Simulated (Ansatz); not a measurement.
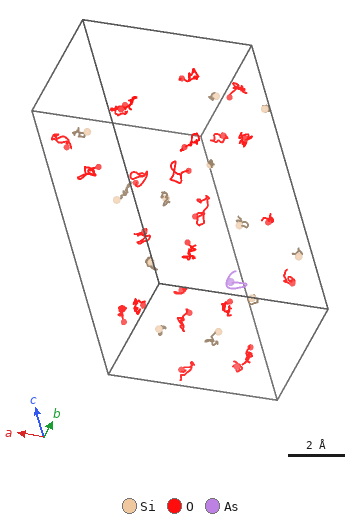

First-principles dynamics of SiO₂ with an interstitial As (37 atoms in the cell), 300 fs long. It starts from the last geometry of an earlier run, with fresh velocities. Lines trace each atom's path, in the colour of its element; spheres stand at the starting positions. Seen from a free direction in the simulation cell.

Computed with Ansatz, DFT PBE, scalar-relativistic, plane waves, PAW. Set-up: plane-wave cutoff 420 eV; k-point mesh 2 × 2 × 1; Fermi-Dirac smearing 0.05 eV; spin collinear; constant energy (NVE); velocities drawn for 840 K; time step 1 fs.

How do the atoms move?

In the second half of the run the atoms are, in the root-mean-square, this far from where they began (common drift taken out): As 0.57 Å, O 0.52 Å, Si 0.31 Å. Against the typical shortest distance between atoms in the first frame, about 1.6 Å these are wide excursions, but the first-neighbour bonds of the start all hold: the network flexes, or its layers or units shift against each other, without breaking. Bond changes: one As–O bond forms at about 102 fs. Over the second half the temperature averages 878 K (spread ±82 K). The potential energy in the second half lies on average 4.7 meV per atom below the first frame.

Limits of the set-up: the periodic images lie only 7.3 Å apart, so the values are limited by the cell's size.

Cost: 23 min on 4 threads of Intel(R) Xeon(R) 6975P-C (Granite Rapids), with other jobs on the host, peak memory 1.6 GiB.

PAW datasets: the set soft_1.
